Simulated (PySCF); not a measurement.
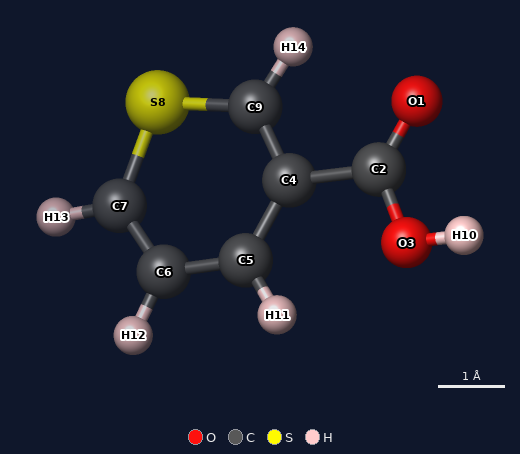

Figure 1. The structure (ball-and-stick view, seen at a tilt; atoms are numbered from 1 in the order of the input).

Run report: C₆H₅O₂S (charge +1), excited-state calculation

- system: C₆H₅O₂S, charge +1, SMILES O=C(O)c1ccc[s+]c1
- method: TDDFT revPBE/def2-SVPD, vertical, gas phase, core orbitals frozen in the response (PySCF 2.14.0)

Some settings of this run were made unusual or wrong on purpose. The geometry comes from this level: GFN2-xTB.

### Input
```
{"job": {"kind": "uv", "xc": "revPBE", "basis": "def2-SVPD", "nstates": 12, "ntriplets": 5, "tda": false, "scf": {"aux": "cc-pvdz-ri", "max_cycle": 96}}, "charge": 1, "multiplicity": 1}
O      2.623370     1.133727     0.561706
C      1.995401     0.217984     0.118040
O      2.490043    -0.885243    -0.406528
C      0.473987     0.222556     0.108623
C     -0.248264    -0.850022    -0.413321
C     -1.640555    -0.867237    -0.431513
C     -2.409180     0.160562     0.058423
S     -1.791128     1.580531     0.745868
C     -0.128122     1.342472     0.643182
H      3.463133    -0.884722    -0.399229
H      0.301315    -1.689876    -0.814557
H     -2.142813    -1.728884    -0.850001
H     -3.488569     0.110547     0.027324
H      0.500703     2.137130     1.029818
```

The first line tells a small driver script what to run in PySCF; the rest is the geometry in Å.

Hardware: 1 CPU thread, shared host.

Command:
```bash
OMP_NUM_THREADS=1 python <driver script> task.json out
```

### Log
```
final grid: 128272 points
cycle   1  E = -779.3501595388  dE =  1.833e+00  |g| = 9.771e-01  |ddm| = 1.031e+01
cycle   2  E = -776.2430558434  dE =  3.107e+00  |g| = 2.941e+00  |ddm| = 4.779e+00
cycle   3  E = -779.2930861979  dE = -3.050e+00  |g| = 1.008e+00  |ddm| = 4.197e+00
cycle   4  E = -779.5271607042  dE = -2.341e-01  |g| = 2.375e-01  |ddm| = 1.602e+00
cycle   5  E = -779.5222513512  dE =  4.909e-03  |g| = 3.148e-01  |ddm| = 1.039e+00
cycle   6  E = -779.5433954011  dE = -2.114e-02  |g| = 8.316e-02  |ddm| = 6.685e-01
cycle   7  E = -779.5449006370  dE = -1.505e-03  |g| = 3.782e-02  |ddm| = 2.498e-01
cycle   8  E = -779.5452683525  dE = -3.677e-04  |g| = 1.283e-02  |ddm| = 1.162e-01
cycle   9  E = -779.5452995070  dE = -3.115e-05  |g| = 6.682e-03  |ddm| = 4.249e-02
cycle  10  E = -779.5453114104  dE = -1.190e-05  |g| = 2.200e-03  |ddm| = 1.674e-02
cycle  11  E = -779.5453124193  dE = -1.009e-06  |g| = 1.091e-03  |ddm| = 7.248e-03
cycle  12  E = -779.5453128055  dE = -3.862e-07  |g| = 1.508e-04  |ddm| = 2.840e-03
cycle  13  E = -779.5453128038  dE =  1.697e-09  |g| = 1.800e-04  |ddm| = 8.818e-04
cycle  14  E = -779.5453128112  dE = -7.350e-09  |g| = 4.119e-05  |ddm| = 4.395e-04
cycle  15  E = -779.5453128115  dE = -2.890e-10  |g| = 1.502e-05  |ddm| = 8.000e-05
converged SCF energy = -779.5453128115

Static polarisability (au): isotropic 88.322, principal 49.160 97.200 118.608

Singlet excitations
state   eV       nm        f      main configurations
  1   2.1993    563.7   0.00000   H->L 1.00
  2   3.2073    386.6   0.00002   H->L+1 1.00
  3   3.4617    358.2   0.01227   H-1->L 0.95
  4   4.6250    268.1   0.00129   H-1->L+1 0.83, H-2->L 0.09
  5   4.7117    263.1   0.03642   H-2->L 0.70, H-3->L+1 0.15, H-1->L+1 0.09
  6   4.9587    250.0   0.00000   H-4->L 1.00
  7   5.2173    237.6   0.01607   H-3->L 0.68, H-2->L+1 0.28
  8   5.4578    227.2   0.00429   H-5->L 0.98
  9   5.7380    216.1   0.00146   H->L+3 0.97
 10   5.8098    213.4   0.00002   H->L+2 0.99
 11   5.9667    207.8   0.00003   H-4->L+1 0.99
 12   6.0730    204.2   0.22918   H-3->L+1 0.76, H-2->L 0.12

Triplet excitations (Tamm-Dancoff, eV): 2.1671 3.0211 3.2435 3.6621 3.6858
```

### What the run reported

| quantity | value |
| --- | --- |
| outcome | converged |
| total energy | −779.545313 hartree |
| HOMO | −10.98 eV |
| LUMO | −8.79 eV |
| mean polarisability | 88.32 a.u. |
| lowest singlet excitation | 2.20 eV |
| wall time | 26 s |
| peak memory | 0.65 GiB |

Some settings of this run were drawn to be unusual or wrong. It converged; results that depend on the unusual settings are not reference values.
